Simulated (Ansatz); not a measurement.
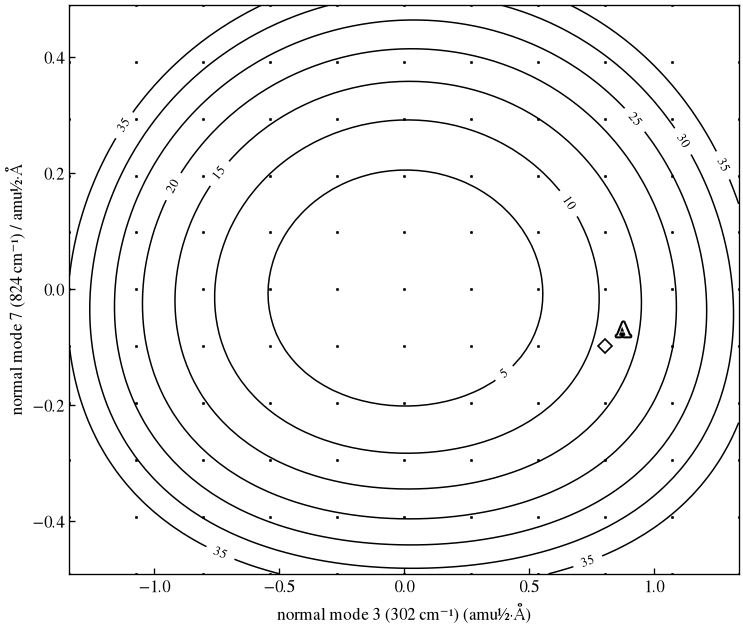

F₂H₂NSi, SMILES [NH][SiH](F)F, spin multiplicity 2. Coordinates scanned: (1) normal mode 3 (302 cm⁻¹); (2) normal mode 7 (824 cm⁻¹). Nothing is relaxed (straight displacements along the two mass-weighted modes). The grid has 11 × 11 points. Energies: kJ/mol, counted from the lowest grid point. Computed with UKS PBE0-D4/def2-SVP (Ansatz).

The picture shows contour lines labelled in kJ/mol (none above 35), dots at the grid points, the point A. Between grid points the surface is interpolated.

Question: Is A at rest? If not, where is it pushed?

Answer: A, at normal mode 3 (302 cm⁻¹) = 0.804 amu½·Å, normal mode 7 (824 cm⁻¹) = −0.098 amu½·Å, is not a stationary point. The computed force is 26 kJ/mol for each amu½·Å towards smaller values of normal mode 3 (302 cm⁻¹) and 19 kJ/mol for each amu½·Å towards larger values of normal mode 7 (824 cm⁻¹).
